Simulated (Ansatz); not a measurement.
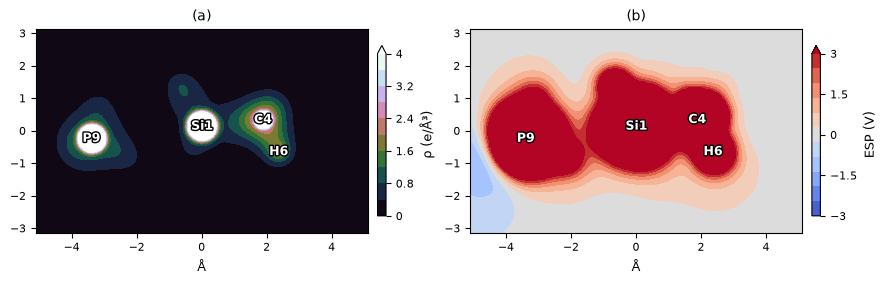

Figure. CH$_{6}$Si···PH$_{3}$. (a) electron density; (b) electrostatic potential on the plane of atoms Si1, C4 and H6.

Not at a stationary point (largest force 1.0 eV/Å).

Method: RKS B3LYP/6-31G* in Ansatz.

```yaml
atoms:
  - { symbol: Si, position_ang: [-0.0385, 0.1329, 0.0197] }
  - { symbol: H, position_ang: [-0.1906, 0.0842, 1.4798] }
  - { symbol: H, position_ang: [1.4036, 0.2421, -0.2998] }
  - { symbol: C, position_ang: [-0.9620, 1.6378, -0.6789] }
  - { symbol: H, position_ang: [-2.0441, 1.4559, -0.6925] }
  - { symbol: H, position_ang: [-0.7751, 2.5189, -0.0507] }
  - { symbol: H, position_ang: [-0.6380, 1.8725, -1.7025] }
  - { symbol: H, position_ang: [-0.5687, -1.1269, -0.5530] }
  - { symbol: P, position_ang: [1.6205, -2.5545, 1.3032] }
  - { symbol: H, position_ang: [0.4925, -3.0913, 0.6207] }
  - { symbol: H, position_ang: [2.1861, -1.9681, 0.1343] }
  - { symbol: H, position_ang: [0.9355, -1.3851, 1.7174] }
```

What do the fields say about this system?

- The section cuts through Si, C, H and P sites.
- Si1···H6 (2.50 Å): the density falls to about 0.6 e/Å³ on the way.
- C–Si (1.90 Å): ρ at the midpoint is about 0.93 e/Å³.
- C–H (1.10 Å): the density is about 1.9 e/Å³ at the midpoint.
- Outside the dense part of the complex the potential is most negative (−1.3 V) near P9.
